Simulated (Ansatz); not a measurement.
**Electron scattering at the Σ11 (113) boundary in fcc Al, starting shift (0.33, 0)**

How much does the Σ11 (113) boundary in fcc Al, starting shift (0.33, 0) reflect electrons?

Main program and level: Ansatz 0.2.0; Ansatz plane-wave DFT, PBE, PAW files; relaxation of a bicrystal slab with its lowest layers held; PAW set soft_1, in the first sound run; inputs show where later runs differ.

### 1. The starting structure

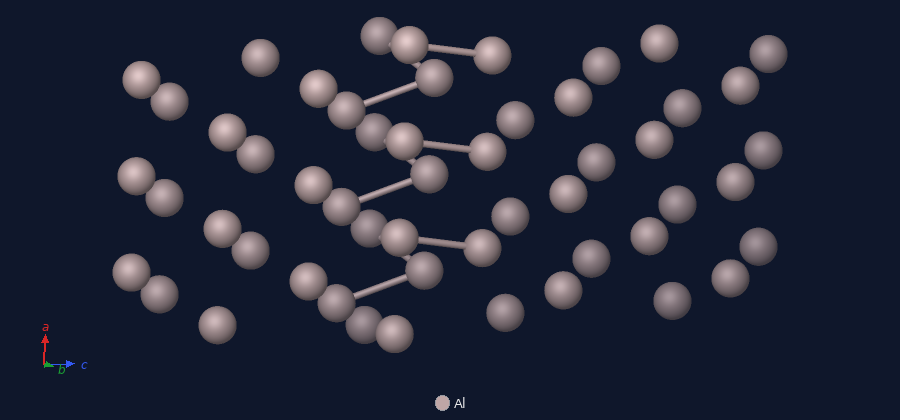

The cell as given, from the side, with the c axis across the page (aluminium light grey). 3×1×1 cells are drawn. Bonds to atoms that aren't drawn are left out. Some periodic images of atoms are drawn too.

The cell holds 16 atoms: 16 Al. Cell: a = 2.862 Å, b = 4.958 Å, c = 29.308 Å, α = 90.0°, β = 90.0°, γ = 73.2°. It derives from Al. built on the (1 1 3) plane; 1 overlapping atoms removed and the grains opened by 0 Å. Vacuum lies along c.

### 2. Relaxing the bicrystal

The boundary is built by mirroring the lower grain in the boundary plane and removing any atoms that overlap. A thin bicrystal slab is relaxed first, with the lowest layers held and the upper grain free to shift and open.

Input file input.yaml:

```yaml
crystal:
  lattice:
    - [2.862347037, 0.0, 0.0]
    - [1.4311735185, 4.7466655708, 0.0]
    - [0.0, 0.0, 29.3076331625]
  atoms:
    - { symbol: Al, position: [0.6363636364, 0.7272727272, 0.1706040188] }
    - { symbol: Al, position: [0.3636363637, 0.2727272727, 0.2122487627] }
    - { symbol: Al, position: [0.0909090909, 0.8181818181, 0.2538935066] }
    - { symbol: Al, position: [0.8181818182, 0.3636363636, 0.2955382505] }
    - { symbol: Al, position: [0.5454545455, 0.9090909091, 0.3371829945] }
    - { symbol: Al, position: [0.2727272727, 0.4545454545, 0.3788277384] }
    - { symbol: Al, position: [0.0, 0.0, 0.4204724823] }
    - { symbol: Al, position: [0.6027272727, 0.4545454545, 0.4621172262] }
    - { symbol: Al, position: [0.8754545455, 0.9090909091, 0.5037619701] }
    - { symbol: Al, position: [0.1481818182, 0.3636363636, 0.545406714] }
    - { symbol: Al, position: [0.4209090909, 0.8181818181, 0.5870514579] }
    - { symbol: Al, position: [0.6936363637, 0.2727272727, 0.6286962018] }
    - { symbol: Al, position: [0.9663636364, 0.7272727272, 0.6703409457] }
    - { symbol: Al, position: [0.2390909091, 0.1818181817, 0.7119856896] }
    - { symbol: Al, position: [0.5118181819, 0.6363636363, 0.7536304335] }
    - { symbol: Al, position: [0.7845454546, 0.0909090908, 0.7952751774] }
kpoints:
  mp_grid: { grid: [9, 9, 1] }
hamiltonian:
  xc: pbe
  pseudopotentials: { kind: paw, azcp: { folder: soft_1 } }
scf:
  occupations: { method: fermi_dirac, width: 0.1 }
relax:
  f_tol: 0.03
  max_steps: 80
  constraints: [{ sites: [0, 1, 2] }]
```

Launch:

```
ansatz run input.yaml --threads 4 --pin off --max-ram 15360MiB --backend cpu --events-out ev --progress --plain --runs-dir out
```

Numbers of over 12 decimals in the logs are rounded to 6 here.

Output:

```text
Engine: ansatz 0.2.0, aarch64-unknown-linux-gnu
Pseudopotentials: kind: paw
Pseudopotential: Al, paw, valence charge 3, recommended cutoff 420 eV (normal), soft_1/Al.paw.azcp
Functional definition: PBE
  parameter kappa = 0.804
  parameter beta = 0.066725
  exchange = pbe_x(kappa = kappa, mu = beta*pi^2/3)
  correlation = pbe_c(beta = beta)
Crystal: 16 atoms, lattice volume = 398.191 Å³
Basis set: ecut = 420 eV, 7835 PW (Γ), exchange–correlation on 40×72×400 points (8 copies of the dense FFT grid, shifted against one another)
Bands: 40, of which v1, the nominal top of the filled ones, is band 24 counted from 1 (23 counted from 0)
Symmetry: 1 space group operations
Space group: P1 (ITA 1), of the structure as read, at distance tolerance 7.4e-5 Å
k-points: 41 of 81 (time reversal used)
Non-local potential: Al, projectors of the file, l = 0: 2, l = 1: 2, l = 2: 1
PAW form: soft (Blöchl's): semilocal exchange-correlation on the pseudo side does not see the compensation charge
PAW one-centre angular grid: Al, 110 points (default); XC on 64 Gauss nodes
Initial density: superposition of atomic densities (neutral atoms: chi_scale 0, normalization atom)
Initial wavefunctions: pseudopotential atomic-orbital guess
Functional: x = pbe(κ = 0.804, μ = 0.219515), c = pbe(β = 0.066725)
SCF iter   1: F=—  HF=-8599.752526 eV  |F-HF|=—  |Δ(HF+E_count)|=         —  Δρ=2.16e-2  dr2=2.97e1  ethr=3.10e-3  ⟨swp⟩=9.6  Hψ=10150  notcnv=0  defer=19
preconditioner: auto → LDOS  [metal: Δε(μ)=0.024 eV  Ē_g=6.702 eV  σ=0.100 eV  W_gap=0.06  n_scr=42 (ndim 8)  ℏωp=12.9 eV  f_vac=0.231  D(μ)=7.10/eV (n_scr^D=38)  β→1.0]
SCF iter   2: F=—  HF=-8598.055235 eV  |F-HF|=—  |Δ(HF+E_count)|=    1.70e0  Δρ=7.49e-3  dr2=9.31e-1  ethr=3.10e-3  ⟨swp⟩=5.9  Hψ=4672  notcnv=0  defer=80
SCF iter   3: F=—  HF=-8598.015850 eV  |F-HF|=—  |Δ(HF+E_count)|=   3.94e-2  Δρ=1.80e-3  dr2=6.19e-2  ethr=1.94e-3  ⟨swp⟩=4.5  Hψ=3140  notcnv=0  defer=77
SCF iter   4: F=—  HF=-8598.008752 eV  |F-HF|=—  |Δ(HF+E_count)|=   7.10e-3  Δρ=3.77e-4  dr2=8.66e-4  ethr=1.29e-4  ⟨swp⟩=2.8  Hψ=2784  notcnv=0  defer=74
SCF iter   5: F=—  HF=-8598.008990 eV  |F-HF|=—  |Δ(HF+E_count)|=   2.38e-4  Δρ=1.00e-4  dr2=1.13e-4  ethr=1.80e-6  ⟨swp⟩=2.5  Hψ=2896  notcnv=0  defer=73
SCF iter   6: F=-8598.008991 eV  HF=-8598.008993 eV  |F-HF|=1.76e-6  |Δ(HF+E_count)|=   3.27e-6  Δρ=1.90e-5  dr2=4.02e-6  ethr=4.69e-8  ⟨swp⟩=3.3  Hψ=6517  notcnv=0
SCF 1 converged in 6 iterations: F = -8598.008991 eV  dr2 = 4.02e-6
  greatest PAW one-centre occupation: 0.488 electrons in one spin orbital (limit 2), on the Al atom at site 15 (counted from 0), in its partial waves of l = 0
relax step   1: F+E_penalty+E_count = -8598.00899118 eV  Δ(F+E_penalty+E_count) = +0.000e0 eV  max|allowed force component| = 1.091e0 eV/Å  Δτ_max = 0.0000 Å  (6 SCF iters, dr2 threshold 2.25e-5 eV, accepted)
Initial density: handed on by an earlier stage of this run
Initial wavefunctions: those handed on with the density
iter 1 solved again at ethr=9.55e-4 eV; its pass at ethr=3.10e-3 eV (dr2=4.59e-1 eV) is discarded
SCF iter   1: F=—  HF=-8598.249154 eV  |F-HF|=—  |Δ(HF+E_count)|=         —  Δρ=2.95e-3  dr2=3.70e-1  ethr=9.55e-4  ⟨swp⟩=1.3  Hψ=6679  notcnv=0  defer=78
eigensolver tolerance schedule: the retry pair's looser diagonalisation over-reported the residual by 0.24 of it (diagonalisation noise at 0.12 of the residual, at the tolerance the schedule requests for it); recorded, not acted on — ethr = c·dr2/N_el stays at c = 1.0e-1
preconditioner: auto → LDOS  [metal: Δε(μ)=0.056 eV  Ē_g=6.580 eV  σ=0.100 eV  W_gap=0.14  n_scr=42 (ndim 8)  ℏωp=12.9 eV  f_vac=0.244  D(μ)=6.53/eV (n_scr^D=38)  β→1.0]
SCF iter   2: F=—  HF=-8598.220185 eV  |F-HF|=—  |Δ(HF+E_count)|=   2.90e-2  Δρ=1.18e-3  dr2=1.60e-2  ethr=7.71e-4  ⟨swp⟩=2.5  Hψ=2283  notcnv=0  defer=76
SCF iter   3: F=—  HF=-8598.217657 eV  |F-HF|=—  |Δ(HF+E_count)|=   2.53e-3  Δρ=2.49e-4  dr2=1.16e-3  ethr=3.33e-5  ⟨swp⟩=2.1  Hψ=2625  notcnv=0  defer=76
SCF iter   4: F=—  HF=-8598.217420 eV  |F-HF|=—  |Δ(HF+E_count)|=   2.36e-4  Δρ=4.86e-5  dr2=2.89e-5  ethr=2.42e-6  ⟨swp⟩=2.2  Hψ=2460  notcnv=0  defer=76
SCF iter   5: F=-8598.217425 eV  HF=-8598.217425 eV  |F-HF|=1.33e-7  |Δ(HF+E_count)|=   4.80e-6  Δρ=1.24e-5  dr2=8.95e-7  ethr=6.01e-8  ⟨swp⟩=4.0  Hψ=4847  notcnv=0
SCF 2 converged in 5 iterations: F = -8598.217425 eV  dr2 = 8.95e-7
  greatest PAW one-centre occupation: 0.487 electrons in one spin orbital (limit 2), on the Al atom at site 0 (counted from 0), in its partial waves of l = 0
relax step   2: F+E_penalty+E_count = -8598.21742479 eV  Δ(F+E_penalty+E_count) = -2.084e-1 eV  max|allowed force component| = 2.675e-1 eV/Å  Δτ_max = 0.1083 Å  (5 SCF iters, dr2 threshold 7.44e-5 eV, accepted)
iter 1 solved again at ethr=3.95e-4 eV; its pass at ethr=3.10e-3 eV (dr2=1.90e-1 eV) is discarded
SCF iter   1: F=—  HF=-8598.272161 eV  |F-HF|=—  |Δ(HF+E_count)|=         —  Δρ=3.15e-3  dr2=1.43e-1  ethr=3.95e-4  ⟨swp⟩=1.3  Hψ=7547  notcnv=0  defer=67
preconditioner: auto → LDOS  [metal: Δε(μ)=0.007 eV  Ē_g=6.561 eV  σ=0.100 eV  W_gap=0.02  n_scr=42 (ndim 8)  ℏωp=12.9 eV  f_vac=0.243  D(μ)=6.61/eV (n_scr^D=38)  β→1.0]
SCF iter   2: F=—  HF=-8598.259027 eV  |F-HF|=—  |Δ(HF+E_count)|=   1.31e-2  Δρ=5.99e-4  dr2=3.63e-3  ethr=2.97e-4  ⟨swp⟩=2.2  Hψ=2097  notcnv=0  defer=67
SCF iter   3: F=—  HF=-8598.258837 eV  |F-HF|=—  |Δ(HF+E_count)|=   1.90e-4  Δρ=1.58e-4  dr2=2.90e-4  ethr=7.57e-6  ⟨swp⟩=2.3  Hψ=2621  notcnv=0  defer=68
SCF iter   4: F=—  HF=-8598.258789 eV  |F-HF|=—  |Δ(HF+E_count)|=   4.82e-5  Δρ=3.29e-5  dr2=5.64e-6  ethr=6.05e-7  ⟨swp⟩=2.4  Hψ=2601  notcnv=0  defer=69
SCF iter   5: F=-8598.258791 eV  HF=-8598.258791 eV  |F-HF|=5.29e-8  |Δ(HF+E_count)|=   1.87e-6  Δρ=9.14e-6  dr2=3.88e-7  ethr=9.31e-9  ⟨swp⟩=4.9  Hψ=5474  notcnv=0
SCF 3 converged in 5 iterations: F = -8598.258791 eV  dr2 = 3.88e-7
  greatest PAW one-centre occupation: 0.488 electrons in one spin orbital (limit 2), on the Al atom at site 0 (counted from 0), in its partial waves of l = 0
relax step   3: F+E_penalty+E_count = -8598.25879093 eV  Δ(F+E_penalty+E_count) = -4.137e-2 eV  max|allowed force component| = 4.100e-2 eV/Å  Δτ_max = 0.1408 Å  (5 SCF iters, dr2 threshold 4.47e-6 eV, accepted)
[...]
relax step   4: F+E_penalty+E_count = -8598.27038095 eV  Δ(F+E_penalty+E_count) = -1.159e-2 eV  max|allowed force component| = 4.644e-2 eV/Å  Δτ_max = 0.1309 Å  (6 SCF iters, accepted)
[...]
relax step   5: F+E_penalty+E_count = -8598.27764767 eV  Δ(F+E_penalty+E_count) = -7.267e-3 eV  max|allowed force component| = 5.866e-2 eV/Å  Δτ_max = 0.1603 Å  (6 SCF iters, accepted)
[...]
relax step   6: F+E_penalty+E_count = -8598.28416525 eV  Δ(F+E_penalty+E_count) = -6.518e-3 eV  max|allowed force component| = 2.289e-2 eV/Å  Δτ_max = 0.0813 Å  (5 SCF iters, dr2 threshold 3.44e-6 eV, accepted)
[...]
relax step   7: F+E_penalty+E_count = -8598.28416606 eV  Δ(F+E_penalty+E_count) = -8.164e-7 eV  max|allowed force component| = 2.278e-2 eV/Å  Δτ_max = 0.0000 Å  (3 SCF iters, accepted)
[...]
relax step   8: F+E_penalty+E_count = -8598.28951532 eV  Δ(F+E_penalty+E_count) = -5.349e-3 eV  max|allowed force component| = 9.515e-3 eV/Å  Δτ_max = 0.1954 Å  (6 SCF iters, accepted)
[...]
relax step   9: F+E_penalty+E_count = -8598.29028130 eV  Δ(F+E_penalty+E_count) = -7.660e-4 eV  max|allowed force component| = 7.614e-3 eV/Å  Δτ_max = 0.0607 Å  (6 SCF iters, accepted)
SCF iter   1: F=—  HF=-8598.295523 eV  |F-HF|=—  |Δ(HF+E_count)|=         —  Δρ=2.06e-3  dr2=5.41e-2  ethr=9.76e-4  ⟨swp⟩=3.9  Hψ=4756  notcnv=0  defer=73
preconditioner: auto → LDOS  [metal: Δε(μ)=0.035 eV  Ē_g=6.563 eV  σ=0.100 eV  W_gap=0.09  n_scr=42 (ndim 8)  ℏωp=12.9 eV  f_vac=0.244  D(μ)=6.41/eV (n_scr^D=36)  β→1.0]
SCF iter   2: F=—  HF=-8598.291856 eV  |F-HF|=—  |Δ(HF+E_count)|=   3.67e-3  Δρ=3.79e-4  dr2=4.56e-2  ethr=1.13e-4  ⟨swp⟩=2.1  Hψ=2381  notcnv=0  defer=73
SCF iter   3: F=—  HF=-8598.291346 eV  |F-HF|=—  |Δ(HF+E_count)|=   5.10e-4  Δρ=1.06e-4  dr2=3.20e-3  ethr=9.50e-5  ⟨swp⟩=1.3  Hψ=1584  notcnv=0  defer=73
SCF iter   4: F=—  HF=-8598.291115 eV  |F-HF|=—  |Δ(HF+E_count)|=   2.31e-4  Δρ=1.73e-5  dr2=7.99e-6  ethr=6.67e-6  ⟨swp⟩=1.6  Hψ=2009  notcnv=0  defer=73
SCF iter   5: F=—  HF=-8598.291073 eV  |F-HF|=—  |Δ(HF+E_count)|=   4.23e-5  Δρ=7.28e-6  dr2=3.77e-6  ethr=1.66e-8  ⟨swp⟩=2.2  Hψ=2690  notcnv=0  defer=73
SCF iter   6: F=-8598.291073 eV  HF=-8598.291073 eV  |F-HF|=3.61e-9  |Δ(HF+E_count)|=   1.44e-7  Δρ=1.91e-6  dr2=4.00e-8  ethr=2.08e-10  ⟨swp⟩=4.6  Hψ=6433  notcnv=0
SCF 10 converged in 6 iterations: F = -8598.291073 eV  dr2 = 4.00e-8
relax step  10: F+E_penalty+E_count = -8598.29107274 eV  Δ(F+E_penalty+E_count) = -7.914e-4 eV  max|allowed force component| = 1.493e-2 eV/Å  Δτ_max = 0.0896 Å  (6 SCF iters, accepted)
SCF converged after 6 iterations
Free energy (F): -8598.291073 eV
Harris-Foulkes:  -8598.291073 eV  (|F-HF|=3.61e-9)
Internal energy: -8598.074236 eV  (E = F + TS)
E sigma→0 (E₀):  -8598.182654 eV
Entropy (-TS):   -0.216837 eV (-13.552 meV/atom)
Fermi energy:    3.896321 eV
--- Per-component energies (eV) ---
  E_band       = -17.170053
  E_kinetic    = 351.148809
  E_local      = -7969.763465  (includes V_loc(G=0)·N_el)
  E_nonlocal   = 161.189479
  E_hartree    = 3977.732142
  E_xc         = -597.553740
  E_vxc        = -459.337642  (∫ρ·V_xc dr)
  E_paw        = -7510.346893  (= ΣΔE_a)
  E_vpaw       = -55.869633  (= ΣTr[D̂ρ^β])
  E_aug_tail   = -0.000034  (compensation charges beyond the density's cutoff)
  E_ewald      = 2989.519467
  E_smearing   = -0.216837  (= −TS)
  E_closure    = 0.000000  (closes the sum)
  Σ components = -8598.291073   (vs F -8598.291073, Δ=0.00e0)
--- Forces (eV/Å), atoms counted from 1 ---
  atom   1  Al     0.00129308     0.01604263     0.15766674
  atom   2  Al    -0.00099181     0.04791999    -0.22594257
  atom   3  Al    -0.00229882    -0.04162018     0.06762285
  atom   4  Al     0.00014509    -0.00050621    -0.00240827
  atom   5  Al    -0.00384251    -0.00073536    -0.00096591
  atom   6  Al    -0.00603935    -0.00261259     0.00090224
  atom   7  Al    -0.00138025    -0.00337316     0.00081523
  atom   8  Al     0.00549933    -0.00226285     0.00072397
  atom   9  Al    -0.00179112     0.00530556     0.00033188
  atom  10  Al     0.00213679    -0.00501261    -0.00057992
  atom  11  Al     0.00388395    -0.00135356     0.00765988
  atom  12  Al     0.00412036    -0.00279055     0.00165886
  atom  13  Al    -0.00076594    -0.00571758    -0.00567433
  atom  14  Al     0.00021597     0.00287702    -0.01493441
  atom  15  Al     0.00007014    -0.00176767     0.00997253
  atom  16  Al    -0.00029409    -0.00440247     0.00317874
  max |Σ_I F_I| component: 3.92e-5 eV/Å
--- Relaxed structure (10 steps of the walk, 10 accepted, 0 SCFs on fresh bases) ---
  F+E_penalty+E_count = -8598.29107274 eV   max|allowed force component| = 1.493e-2 eV/Å
  atoms:
    - { symbol: Al, position: [0.636364, 0.727273, 0.170604] }
    - { symbol: Al, position: [0.363636, 0.272727, 0.212249] }
    - { symbol: Al, position: [0.090909, 0.818182, 0.253894] }
    - { symbol: Al, position: [0.818309, 0.361682, 0.295648] }
    - { symbol: Al, position: [0.545331, 0.909041, 0.335919] }
    - { symbol: Al, position: [0.267872, 0.458423, 0.377929] }
    - { symbol: Al, position: [-0.00460867, 0.00713099, 0.417502] }
    - { symbol: Al, position: [0.707528, 0.554727, 0.462097] }
    - { symbol: Al, position: [0.960306, 1.019238, 0.508886] }
    - { symbol: Al, position: [0.234544, 0.476116, 0.546506] }
    - { symbol: Al, position: [0.505434, 0.927706, 0.590555] }
    - { symbol: Al, position: [0.777732, 0.384045, 0.629236] }
    - { symbol: Al, position: [1.051131, 0.837474, 0.672738] }
    - { symbol: Al, position: [0.320538, 0.298795, 0.711104] }
    - { symbol: Al, position: [0.590300, 0.759453, 0.757896] }
    - { symbol: Al, position: [0.860170, 0.219877, 0.793429] }
```

Run time: 1.8 min. Hardware: 4 threads of Arm Neoverse V1, shared host; peak memory 1 GiB.

Step by step:

```tsv
step	energy less that of the first step (eV)	largest force component (eV/Å)
1	0.0000	1.0910
2	-0.2084	0.2675
3	-0.2498	0.0410
4	-0.2614	0.0464
5	-0.2687	0.0587
6	-0.2752	0.0229
7	-0.2752	0.0228
8	-0.2805	0.0095
9	-0.2813	0.0076
10	-0.2821	0.0149
```

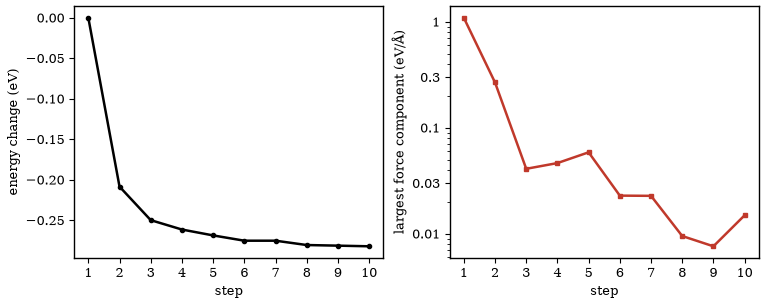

Energy and largest force along the relaxation.

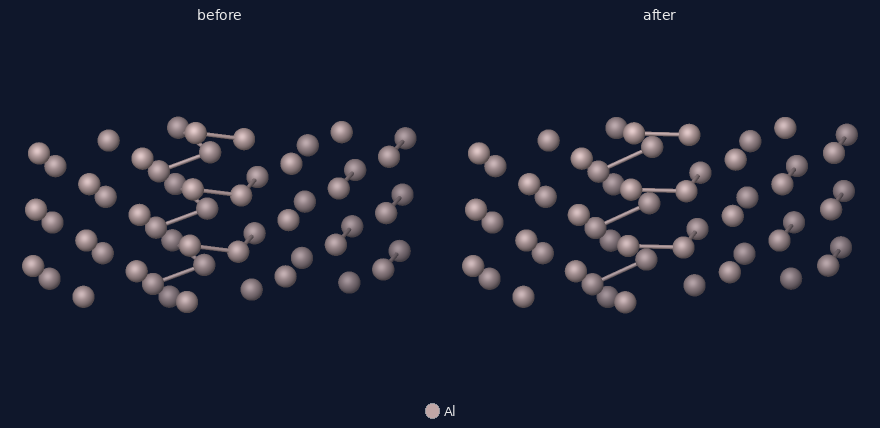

The structure before and after the relaxation, drawn at the same scale. Bonds to atoms that aren't drawn are left out.

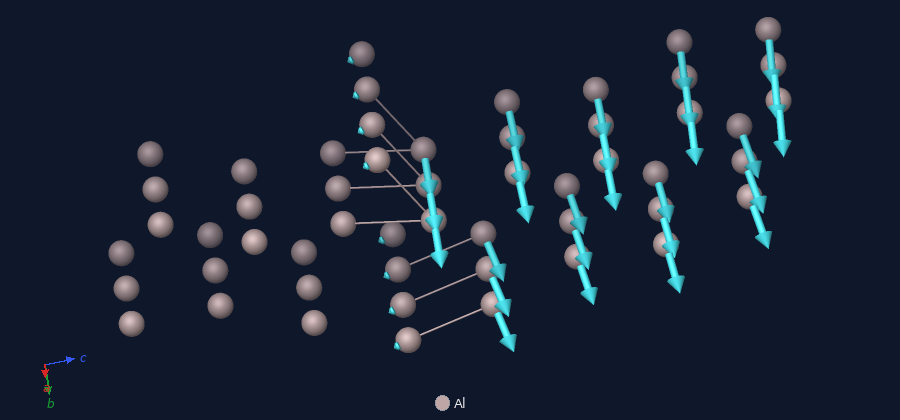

Displacements in the relaxation, exaggerated; the longest in the cell stands for 0.73 Å. Bonds to atoms that aren't drawn are left out. 3×1×1 cells are drawn. Some periodic images of atoms are drawn too.

The atoms that moved most (Å):

```tsv
atom	dx	dy	dz	length
Al16	0.401	0.612	-0.054	0.734
Al15	0.401	0.584	0.125	0.719
Al14	0.401	0.555	-0.026	0.685
Al9	0.401	0.523	0.150	0.676
Al10	0.408	0.534	0.032	0.673
Al11	0.399	0.520	0.103	0.663
Al12	0.400	0.528	0.016	0.663
Al13	0.400	0.523	0.070	0.662
```

This step gave:

```yaml
free_energy: -8598.2911 eV
energy_at_zero_smearing: -8598.1827 eV
fermi_energy: 3.896 eV
```

The largest force component on a free atom ends at 0.015 eV/Å, under the tolerance of 0.03, after 10 steps.

(Part 1 of 3 ends here.)

[Logs are printed without paths, hosts, clocks, repeated set-up lines and the standing remarks that a program may print on its own settings, such as how far it seeks lower states.]

[Hosts, paths, dates, database ids (printed as entryN), source tags and the programs' standing remarks are cut or masked in the printed files.]
